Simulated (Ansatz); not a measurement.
# FHSSi: an energy map over bond length Si2–S3 and angle F1–Si2–S3

A grid of calculations on FHSSi, SMILES F[SiH]=S, to see where the energy is lowest and how it rises around there.

Program: Ansatz 0.2.0. Level of theory: RHF/def2-TZVP. These are calculated values, not measurements.

### Step 1. Where the work starts

SMILES `F[SiH]=S`, 4 atoms, charge 0, spin multiplicity 1.

Atoms are counted from 1 here; the program's logs count them from 0.

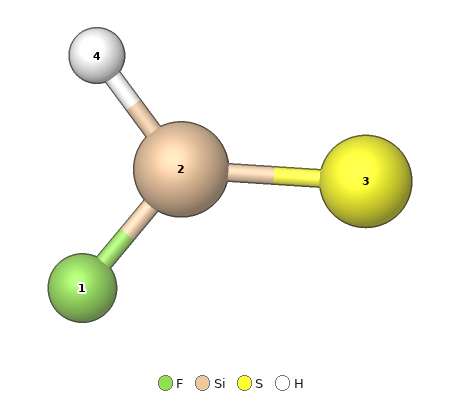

As it starts; fluorine green, silicon light orange, sulfur yellow, hydrogen white; atoms are numbered from 1 in the order of the file.

Geometry (Å):

```
F     0.95469   -0.15306   -1.27351
Si   -0.01471   -0.02784    0.03164
S    -0.91592    1.58790    0.63723
H    -0.02406   -1.40700    0.60464
```

### Step 2. Geometry optimisation

input.yaml

```yaml
crystal:
  periodic: [false, false, false]
  atoms:
    - { symbol: F, position_ang: [0.954685, -0.153057, -1.273508] }
    - { symbol: Si, position_ang: [-0.014708, -0.027842, 0.031637] }
    - { symbol: S, position_ang: [-0.915925, 1.587901, 0.637228] }
    - { symbol: H, position_ang: [-0.024062, -1.407002, 0.604643] }
basis:
  gaussian: { orbitals: def2-TZVP }
hamiltonian:
  xc: hf
output:
  forces: true
relax:
  f_tol: 0.003
  max_steps: 120
```

Run with:

```bash
$ ansatz run input.yaml --threads 1 --pin off --max-ram 2560MiB --backend cpu --events-out ev --progress --plain --runs-dir out
```

The log of the run (excerpt; [...] marks lines left out):

```text
Warning: RAYON_NUM_THREADS=1 ignored (pool sized by the plan → 1); use --threads N
[...]
Functional definition: HF
[...]
871 factors; their error is unknown
[...]
mean field -21405.11847294 eV, -786.6235949703 hartree, gradient 2.2e-5 eV, S^2 0.000000; 0 other end points of the search recorded, 0 dependent functions left out
[...]
reference -21405.11847294 eV, -786.6235949703 hartree; 20, 20 occupied and 91, 91 virtual orbitals, 871 factors
relax step   1: F+E_penalty+E_count = -21405.11847294 eV  Δ(F+E_penalty+E_count) = +0.000e0 eV  max|allowed force component| = 2.045e0 eV/Å  Δτ_max = 0.0000 Å  (35 SCF iters, accepted)
[...]
relax step   5: F+E_penalty+E_count = -21405.25713731 eV  Δ(F+E_penalty+E_count) = -9.106e-5 eV  max|allowed force component| = 8.862e-3 eV/Å  Δτ_max = 0.0033 Å  (33 SCF iters, accepted)
[...]
relax step   6: F+E_penalty+E_count = -21405.25714020 eV  Δ(F+E_penalty+E_count) = -2.888e-6 eV  max|allowed force component| = 6.705e-4 eV/Å  Δτ_max = 0.0004 Å  (33 SCF iters, accepted)
871 factors; their error is unknown
[...]
mean field -21405.25714020 eV, -786.6286908978 hartree, gradient 1.1e-5 eV, S^2 0.000000; 1 other end points of the search recorded, 0 dependent functions left out
[...]
reference -21405.25714020 eV, -786.6286908978 hartree; 20, 20 occupied and 91, 91 virtual orbitals, 871 factors
Total energy: -21405.25714020 eV, -786.6286908978 hartree
Atom 0 at     0.921364    -0.147763    -1.228943 Å, force    -0.000117    -0.000332     0.000333 eV/Å
Atom 1 at    -0.003226    -0.030080     0.016724 Å, force     0.000260     0.000491    -0.000671 eV/Å
Atom 2 at    -0.893949     1.548880     0.622140 Å, force    -0.000168    -0.000019     0.000278 eV/Å
Atom 3 at    -0.024198    -1.371037     0.590079 Å, force     0.000026    -0.000141     0.000059 eV/Å
Dipole moment:     0.160220    -0.542705    -0.003940 e Å
```

Run time: 17 s. Hardware: 1 thread of Arm Neoverse N1, shared host; peak memory 0.18 GiB.

The steps of the relaxation:

| step | energy from step 1 (eV) | largest force component (eV/Å) |
| --- | --- | --- |
| 1 | 0.0000 | 2.0450 |
| 2 | -0.1015 | 1.3431 |
| 3 | -0.1379 | 0.0896 |
| 4 | -0.1386 | 0.0298 |
| 5 | -0.1387 | 0.0089 |
| 6 | -0.1387 | 0.0007 |

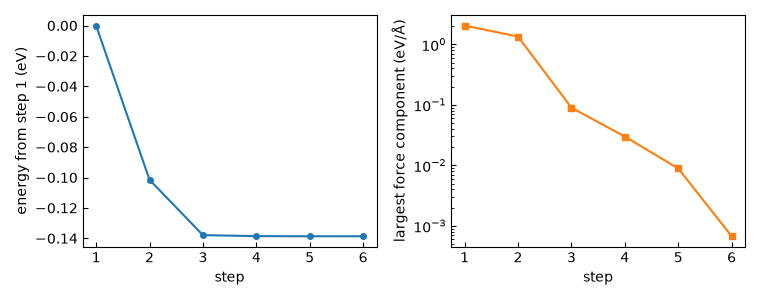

Energy and largest force along the relaxation.

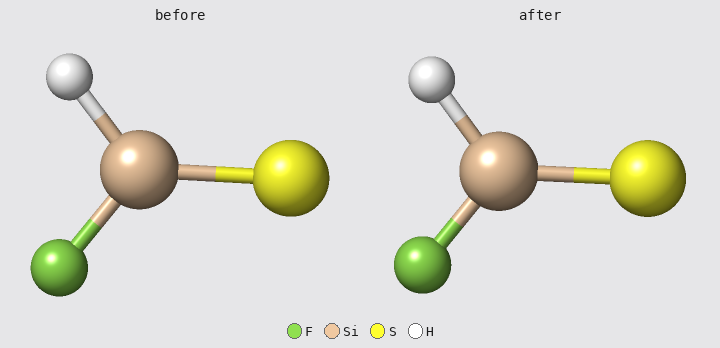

Before and after, at one scale.

Distances of close pairs at the start and the end, largest changes first:

| bond | before (Å) | after (Å) | change (Å) |
| --- | --- | --- | --- |
| F1–Si2 | 1.631 | 1.556 | -0.075 |
| Si2–S3 | 1.947 | 1.911 | -0.035 |
| Si2–H4 | 1.493 | 1.459 | -0.035 |

### Step 3. Plan of the scan

- bond length Si2–S3: 15 values from 1.605 to 2.485 Å
- angle F1–Si2–S3: 15 values from 101.4 to 151.4 °

Nothing else is relaxed (all other coordinates rigid). Energies count from the relaxed molecule at the same level.

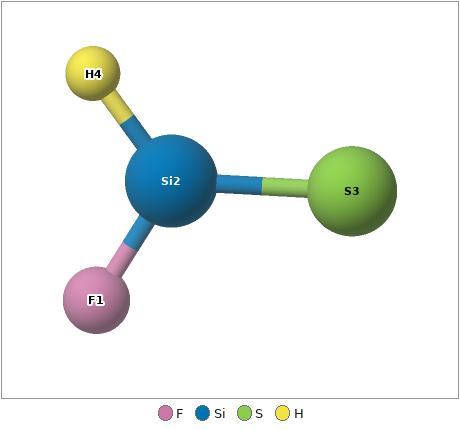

The geometry at bond length Si2–S3 = 1.982 Å, angle F1–Si2–S3 = 119.2°.

Below, 3 of the grid's runs; all are launched alike.

### Step 4. The run at bond length Si2–S3 = 1.982 Å, angle F1–Si2–S3 = 119.2°

input.yaml

```yaml
crystal:
  periodic: [false, false, false]
  atoms:
    - { symbol: F, position_ang: [0.886712, 0.041722, -1.257347] }
    - { symbol: Si, position_ang: [-0.003226, -0.03008, 0.016724] }
    - { symbol: S, position_ang: [-0.926902, 1.607295, 0.644538] }
    - { symbol: H, position_ang: [-0.024198, -1.371037, 0.590079] }
basis:
  gaussian: { orbitals: def2-TZVP }
hamiltonian:
  xc: hf
output:
  forces: true
```

Run with:

```bash
$ ansatz run input.yaml --threads 1 --pin off --max-ram 2560MiB --backend cpu --events-out ev --progress --plain --runs-dir out
```

The log of the run (excerpt; [...] marks lines left out):

```text
Warning: RAYON_NUM_THREADS=1 ignored (pool sized by the plan → 1); use --threads N
[...]
[... 1 set-up line as earlier in the session ...]
[...]
871 factors; their error is unknown
[...]
mean field -21405.11853375 eV, -786.6235972048 hartree, gradient 2.2e-5 eV, S^2 0.000000; 0 other end points of the search recorded, 0 dependent functions left out
[...]
reference -21405.11853375 eV, -786.6235972048 hartree; 20, 20 occupied and 91, 91 virtual orbitals, 871 factors
Total energy: -21405.11853375 eV, -786.6235972048 hartree
Atom 0 at     0.886712     0.041722    -1.257347 Å, force     0.068809    -0.629816     0.159301 eV/Å
Atom 1 at    -0.003226    -0.030080     0.016724 Å, force    -1.076747     2.488419     0.496559 eV/Å
Atom 2 at    -0.926902     1.607295     0.644538 Å, force     0.825017    -1.807935    -0.420566 eV/Å
Atom 3 at    -0.024198    -1.371037     0.590079 Å, force     0.182922    -0.050668    -0.235294 eV/Å
Dipole moment:     0.220418    -0.695022    -0.026353 e Å
```

It took 2.2 s on 1 thread of Arm Neoverse N1, shared host; peak memory 0.16 GiB.

On the map this point reads 0.14 eV.

### Step 5. The run at bond length Si2–S3 = 2.171 Å, angle F1–Si2–S3 = 144.2°

input.yaml

```yaml
crystal:
  periodic: [false, false, false]
  atoms:
    - { symbol: F, position_ang: [0.944155, -0.604209, -1.075635] }
    - { symbol: Si, position_ang: [-0.003226, -0.03008, 0.016724] }
    - { symbol: S, position_ang: [-1.014982, 1.763432, 0.704405] }
    - { symbol: H, position_ang: [-0.024198, -1.371037, 0.590079] }
basis:
  gaussian: { orbitals: def2-TZVP }
hamiltonian:
  xc: hf
output:
  forces: true
```

Run with:

```bash
$ ansatz run input.yaml --threads 1 --pin off --max-ram 2560MiB --backend cpu --events-out ev --progress --plain --runs-dir out
```

The log of the run (excerpt; [...] marks lines left out):

```text
Warning: RAYON_NUM_THREADS=1 ignored (pool sized by the plan → 1); use --threads N
[...]
[... 1 set-up line as earlier in the session ...]
[...]
871 factors; their error is unknown
[...]
mean field -21403.97711653 eV, -786.5816508956 hartree, gradient 2.0e-5 eV, S^2 0.000000; 0 other end points of the search recorded, 0 dependent functions left out
[...]
reference -21403.97711653 eV, -786.5816508956 hartree; 20, 20 occupied and 91, 91 virtual orbitals, 871 factors
Total energy: -21403.97711653 eV, -786.5816508956 hartree
Atom 0 at     0.944155    -0.604209    -1.075635 Å, force     0.343048     1.547105    -1.107524 eV/Å
Atom 1 at    -0.003226    -0.030080     0.016724 Å, force    -2.081377     2.189161     2.023348 eV/Å
Atom 2 at    -1.014982     1.763432     0.704405 Å, force     2.543034    -3.935296    -1.960794 eV/Å
Atom 3 at    -0.024198    -1.371037     0.590079 Å, force    -0.804704     0.199030     1.044970 eV/Å
Dipole moment:     0.224120    -0.502801    -0.109519 e Å
```

Wall time 2.2 s (1 thread of Arm Neoverse N1, shared host); peak memory 0.16 GiB.

Energy on the map's scale: 1.28 eV.

### Step 6. Grid point bond length Si2–S3 = 1.919 Å, angle F1–Si2–S3 = 126.4°

input.yaml

```yaml
crystal:
  periodic: [false, false, false]
  atoms:
    - { symbol: F, position_ang: [0.921457, -0.148409, -1.228813] }
    - { symbol: Si, position_ang: [-0.003226, -0.03008, 0.016724] }
    - { symbol: S, position_ang: [-0.897542, 1.555249, 0.624582] }
    - { symbol: H, position_ang: [-0.024198, -1.371037, 0.590079] }
basis:
  gaussian: { orbitals: def2-TZVP }
hamiltonian:
  xc: hf
output:
  forces: true
```

Run with:

```bash
$ ansatz run input.yaml --threads 1 --pin off --max-ram 2560MiB --backend cpu --events-out ev --progress --plain --runs-dir out
```

The log of the run (excerpt; [...] marks lines left out):

```text
Warning: RAYON_NUM_THREADS=1 ignored (pool sized by the plan → 1); use --threads N
[...]
[... 1 set-up line as earlier in the session ...]
[...]
871 factors; their error is unknown
[...]
mean field -21405.25609109 eV, -786.6286523438 hartree, gradient 1.8e-5 eV, S^2 0.000000; 0 other end points of the search recorded, 0 dependent functions left out
[...]
reference -21405.25609109 eV, -786.6286523438 hartree; 20, 20 occupied and 91, 91 virtual orbitals, 871 factors
Total energy: -21405.25609109 eV, -786.6286523438 hartree
Atom 0 at     0.921457    -0.148409    -1.228813 Å, force    -0.007133     0.007614     0.006926 eV/Å
Atom 1 at    -0.003226    -0.030080     0.016724 Å, force    -0.116195     0.212041     0.076399 eV/Å
Atom 2 at    -0.897542     1.555249     0.624582 Å, force     0.126575    -0.222380    -0.086804 eV/Å
Atom 3 at    -0.024198    -1.371037     0.590079 Å, force    -0.003247     0.002724     0.003479 eV/Å
Dipole moment:     0.163539    -0.548594    -0.006193 e Å
```

Run time: 2.2 s. Hardware: 1 thread of Arm Neoverse N1, shared host; peak memory 0.16 GiB.

That is 0.0010 eV from the zero.

### Step 7. Energy over the grid

225 points were computed. Energies in eV, from the relaxed molecule at the same level:

| angle F1–Si2–S3 (°) ↓, bond length Si2–S3 (Å) → | 1.605 | 1.668 | 1.731 | 1.794 | 1.857 | 1.919 | 1.982 | 2.045 | 2.108 | 2.171 | 2.233 | 2.296 | 2.359 | 2.422 | 2.485 |
| --- | --- | --- | --- | --- | --- | --- | --- | --- | --- | --- | --- | --- | --- | --- | --- |
| 151.4 | 3.55 | 2.40 | 1.64 | 1.19 | 0.96 | 0.92 | 1.00 | 1.19 | 1.44 | 1.74 | 2.06 | 2.39 | 2.72 | 3.05 | 3.36 |
| 147.8 | 3.29 | 2.14 | 1.38 | 0.93 | 0.70 | 0.66 | 0.75 | 0.93 | 1.19 | 1.49 | 1.81 | 2.15 | 2.48 | 2.81 | 3.13 |
| 144.2 | 3.09 | 1.94 | 1.17 | 0.72 | 0.49 | 0.45 | 0.54 | 0.72 | 0.98 | 1.28 | 1.60 | 1.95 | 2.29 | 2.62 | 2.94 |
| 140.7 | 2.94 | 1.78 | 1.02 | 0.56 | 0.33 | 0.29 | 0.37 | 0.56 | 0.82 | 1.12 | 1.45 | 1.79 | 2.14 | 2.47 | 2.79 |
| 137.1 | 2.82 | 1.66 | 0.89 | 0.43 | 0.21 | 0.16 | 0.25 | 0.43 | 0.69 | 0.99 | 1.32 | 1.67 | 2.02 | 2.36 | 2.68 |
| 133.5 | 2.75 | 1.58 | 0.81 | 0.35 | 0.12 | 0.07 | 0.16 | 0.34 | 0.60 | 0.90 | 1.23 | 1.58 | 1.93 | 2.27 | 2.60 |
| 129.9 | 2.72 | 1.55 | 0.77 | 0.30 | 0.07 | 0.02 | 0.10 | 0.28 | 0.54 | 0.84 | 1.17 | 1.52 | 1.87 | 2.22 | 2.55 |
| 126.4 | 2.73 | 1.55 | 0.77 | 0.29 | 0.06 | 0.00 | 0.08 | 0.26 | 0.51 | 0.82 | 1.15 | 1.50 | 1.85 | 2.20 | 2.53 |
| 122.8 | 2.77 | 1.59 | 0.80 | 0.32 | 0.08 | 0.02 | 0.09 | 0.27 | 0.52 | 0.82 | 1.15 | 1.50 | 1.85 | 2.20 | 2.54 |
| 119.2 | 2.86 | 1.67 | 0.87 | 0.38 | 0.14 | 0.07 | 0.14 | 0.31 | 0.56 | 0.86 | 1.18 | 1.53 | 1.89 | 2.24 | 2.57 |
| 115.7 | 2.99 | 1.78 | 0.98 | 0.48 | 0.22 | 0.15 | 0.22 | 0.38 | 0.63 | 0.92 | 1.24 | 1.59 | 1.95 | 2.29 | 2.63 |
| 112.1 | 3.16 | 1.94 | 1.13 | 0.62 | 0.35 | 0.27 | 0.33 | 0.49 | 0.73 | 1.02 | 1.34 | 1.68 | 2.03 | 2.38 | 2.72 |
| 108.5 | 3.38 | 2.15 | 1.32 | 0.80 | 0.52 | 0.43 | 0.48 | 0.63 | 0.86 | 1.15 | 1.46 | 1.80 | 2.15 | 2.50 | 2.83 |
| 104.9 | 3.65 | 2.40 | 1.55 | 1.02 | 0.73 | 0.63 | 0.66 | 0.81 | 1.03 | 1.31 | 1.61 | 1.95 | 2.29 | 2.64 | 2.97 |
| 101.4 | 3.97 | 2.70 | 1.83 | 1.28 | 0.97 | 0.86 | 0.88 | 1.01 | 1.23 | 1.49 | 1.80 | 2.12 | 2.46 | 2.80 | 3.13 |

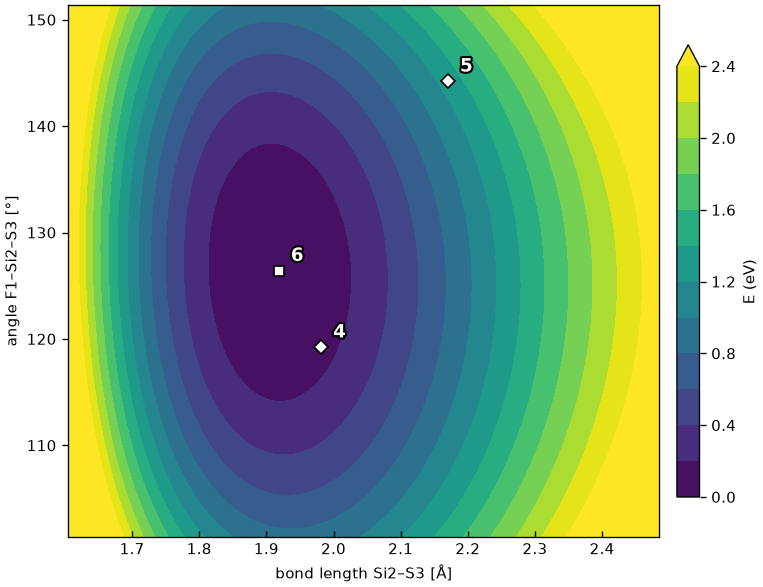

The map; numbers mark the steps of this session that print a point's run. The picture shows filled contours, one colour for all values above the top of the scale. Between grid points the surface is interpolated.

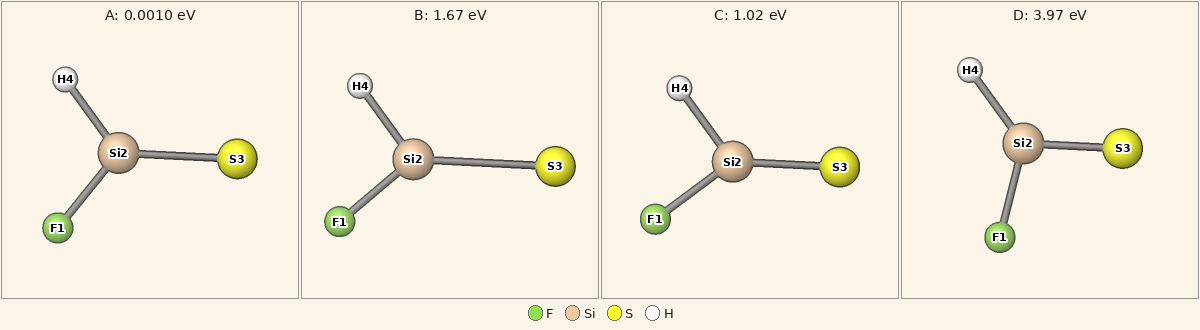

Structures on the grid, at one scale: A at bond length Si2–S3 = 1.919 Å, angle F1–Si2–S3 = 126.4°; B at bond length Si2–S3 = 2.296 Å, angle F1–Si2–S3 = 137.1°; C at bond length Si2–S3 = 1.731 Å, angle F1–Si2–S3 = 140.7°; D at bond length Si2–S3 = 1.605 Å, angle F1–Si2–S3 = 101.4°.

On the same grid, dipole moment (D):

```tsv
angle F1–Si2–S3 (°) ↓, bond length Si2–S3 (Å) →	1.605	1.668	1.731	1.794	1.857	1.919	1.982	2.045	2.108	2.171	2.233	2.296	2.359	2.422	2.485
151.4	0.2	0.2	0.5	0.8	1.1	1.3	1.6	1.9	2.1	2.4	2.6	2.7	2.9	3.0	3.0
147.8	0.1	0.3	0.6	0.9	1.2	1.5	1.8	2.0	2.3	2.5	2.7	2.9	3.0	3.1	3.2
144.2	0.3	0.5	0.8	1.1	1.4	1.7	1.9	2.2	2.5	2.7	2.9	3.1	3.2	3.3	3.4
140.7	0.5	0.7	1.0	1.3	1.6	1.8	2.1	2.4	2.6	2.9	3.1	3.3	3.4	3.6	3.6
137.1	0.8	1.0	1.2	1.5	1.8	2.1	2.3	2.6	2.9	3.1	3.3	3.5	3.7	3.8	3.9
133.5	1.0	1.2	1.5	1.7	2.0	2.3	2.6	2.8	3.1	3.3	3.5	3.7	3.9	4.0	4.1
129.9	1.2	1.5	1.7	2.0	2.2	2.5	2.8	3.1	3.3	3.6	3.8	4.0	4.1	4.3	4.4
126.4	1.5	1.7	1.9	2.2	2.5	2.7	3.0	3.3	3.5	3.8	4.0	4.2	4.4	4.5	4.6
122.8	1.7	1.9	2.2	2.5	2.7	3.0	3.3	3.5	3.8	4.0	4.2	4.4	4.6	4.8	4.9
119.2	1.9	2.2	2.4	2.7	3.0	3.2	3.5	3.8	4.0	4.3	4.5	4.7	4.9	5.0	5.1
115.7	2.2	2.4	2.7	2.9	3.2	3.5	3.7	4.0	4.3	4.5	4.7	4.9	5.1	5.3	5.4
112.1	2.4	2.7	2.9	3.2	3.5	3.7	4.0	4.2	4.5	4.7	5.0	5.2	5.4	5.5	5.6
108.5	2.7	2.9	3.2	3.4	3.7	4.0	4.2	4.5	4.7	5.0	5.2	5.4	5.6	5.8	5.9
104.9	2.9	3.1	3.4	3.7	3.9	4.2	4.5	4.7	5.0	5.2	5.5	5.7	5.9	6.0	6.1
101.4	3.1	3.4	3.6	3.9	4.2	4.4	4.7	5.0	5.2	5.5	5.7	5.9	6.1	6.3	6.4
```

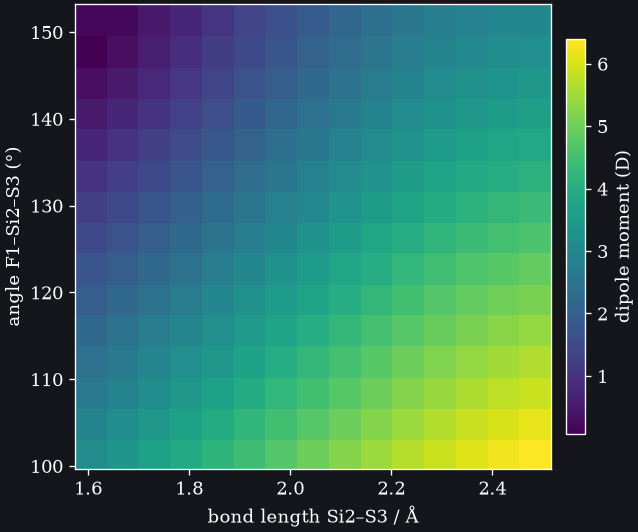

The dipole moment over the grid. The picture shows one coloured cell a grid point.

### Step 8. What came out

| quantity | value |
| --- | --- |
| lowest point | bond length Si2–S3 = 1.919 Å, angle F1–Si2–S3 = 126.4°, 0.0010 eV |
| highest computed point | bond length Si2–S3 = 1.605 Å, angle F1–Si2–S3 = 101.4°, 3.96 eV above the lowest |
| dipole moment (D) | 0.1 at bond length Si2–S3 = 1.605 Å, angle F1–Si2–S3 = 147.8° to 6.4 at bond length Si2–S3 = 2.485 Å, angle F1–Si2–S3 = 101.4°; 2.7 at the lowest point |
| time for the whole task | 9 min on 1 thread, shared host |

What this shows: The lowest computed point is at bond length Si2–S3 = 1.919 Å, angle F1–Si2–S3 = 126.4°, 0.0010 eV from the relaxed molecule at the same level. The grid is coarse, so the lowest point of the scanned range may lie between grid points; coordinates that were held can hide deeper minima. No other kind of well shows on this grid. The highest computed point, bond length Si2–S3 = 1.605 Å, angle F1–Si2–S3 = 101.4°, lies 3.96 eV above the lowest. Round the minimum the two coordinates are nearly uncoupled.
